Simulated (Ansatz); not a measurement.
```csv
atom,x (Å),y (Å),z (Å)
Cl,0.4228,1.7744,3.0566
Cl,-0.7997,-1.3414,3.6418
F,0.0539,1.1217,-0.6479
Si,-0.4954,-0.2943,-0.0881
Si,-0.2832,0.0580,2.2955
H,-1.9586,-0.4901,-0.3039
H,0.4169,-1.4393,-0.3748
```

Geometry: PBE-D3(BJ)/def2-SVP.

Theory: isolated molecule in a Gaussian basis; Kohn-Sham density functional theory, functional PBE0 in Ansatz.

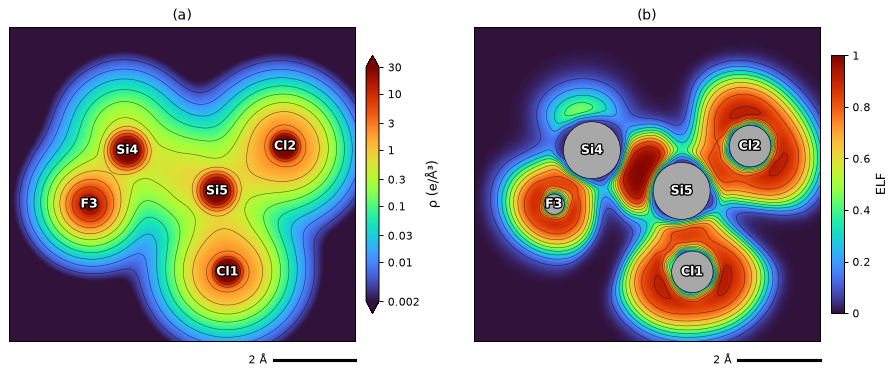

Cl2FH2Si2 (SMILES F[SiH2][Si+](Cl)Cl) (charge +1). (a) electron density; (b) ELF on the plane of atoms F3, Si4 and Si5. Grey discs cover the atomic cores in the ELF map.

Read the bonding off the picture.

Answer.
- The plane passes through Cl, F and Si nuclei.
- Si–F (1.62 Å): the density is about 1.1 e/Å³ at the midpoint; the ELF peaks at about 0.85 in the valence shell of F, 0.6 Å from its nucleus, and is about 0.55 at the midpoint.
- Si–Cl (2.01 Å): ρ at the midpoint is about 0.99 e/Å³; the ELF peaks at about 0.85 between the atoms; a shared but strongly polarised pair.
- Si–Si (2.42 Å): the density is about 0.56 e/Å³ at the midpoint; the ELF peaks at about 1 between the atoms: a shared electron pair.
- The ELF also peaks beside Cl1, F3 and Cl2, away from the bonds: lone-pair regions.
